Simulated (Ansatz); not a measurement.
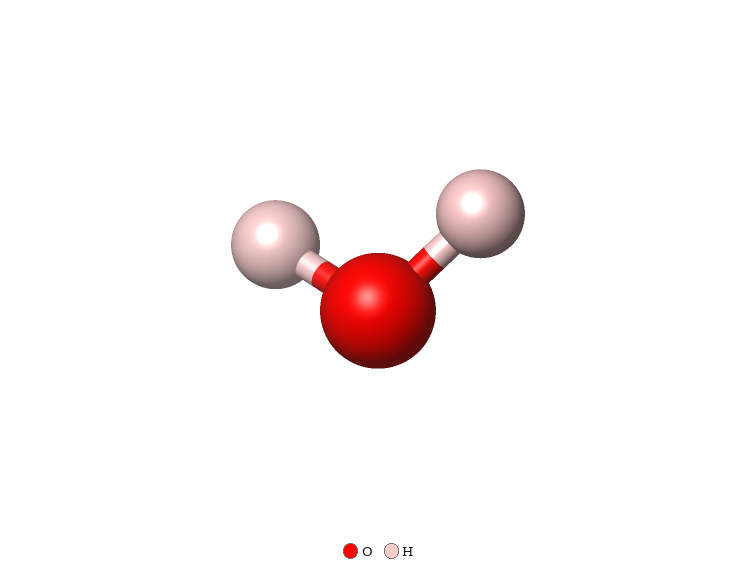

A ball-and-stick model of a molecule. Every bond is drawn as one stick, whatever its order.

Computed geometry: PBE0-D4/def2-TZVP optimisation.

**Which formula does it have?**

H₂O, 3 atoms: 2 hydrogen and 1 oxygen.

**How many bonds of each kind are drawn?**

2 O–H. Sticks follow a distance rule.

**Give the symmetry (Schoenflies symbol).**

C2v.

The parts below concern this one geometry. Atoms keep their numbers from picture to picture.

Geometry

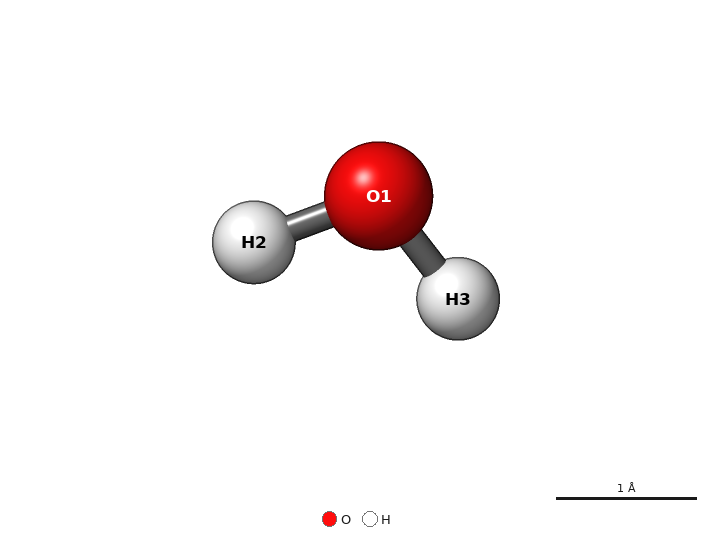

Atoms carry their numbers in the input.

List the bonds and their lengths.

```tsv
bond	length (Å)
O1–H2	0.960
O1–H3	0.960
```

Dipole moment

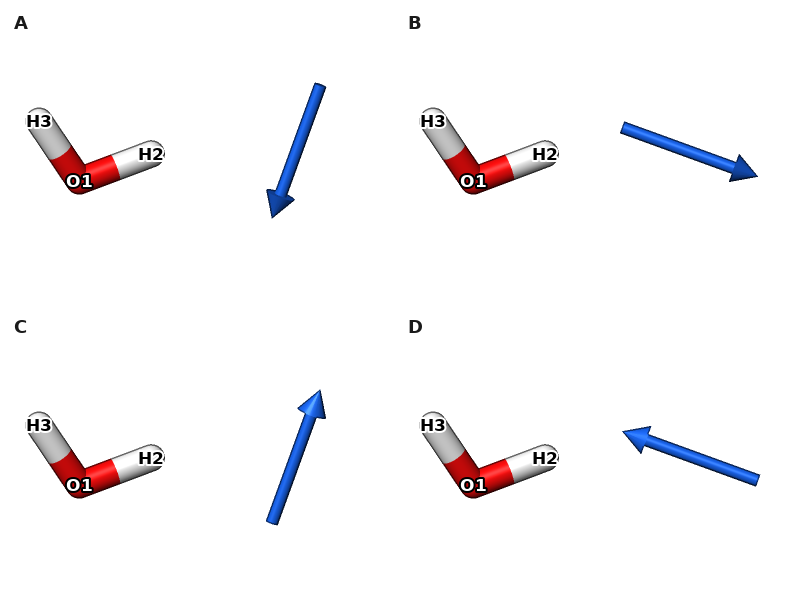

The same molecule four times, each with an arrow. Level of theory: RKS PBE0-D4/def2-TZVP (Ansatz 0.2.0).

**Which arrow points along the dipole moment, from the negative to the positive end?**

C. The dipole moment is 2.07 D; it points from the side of O1 to the side of H2, H3 (the outermost atoms at the two ends).

Thermal motion

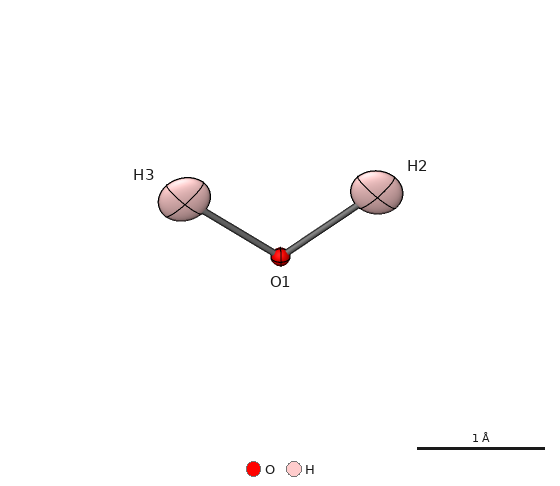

Displacement ellipsoids at the 50 % level, enlarged 2 times, from the internal vibrations of the free molecule (harmonic, no overall translation or rotation; no half-axis is drawn under 0.075 Å). Vibrations computed with RKS PBE0-D4/def2-TZVP (Ansatz 0.2.0). Temperature: 298 K.

List U_eq and the three principal root-mean-square amplitudes for each kind of atom.

```
  atom  U_eq (Å²)   rms amplitudes (Å)
    O1    0.00003  0.000, 0.004, 0.008
H2, H3     0.0029  0.000, 0.063, 0.069
```

Vibrations

Harmonic vibrations computed with RKS PBE0-D4/def2-TZVP (Ansatz 0.2.0) at a stationary point of the same level.

**List the wavenumbers.**

3 modes: 1623, 3852, 3959 cm⁻¹.
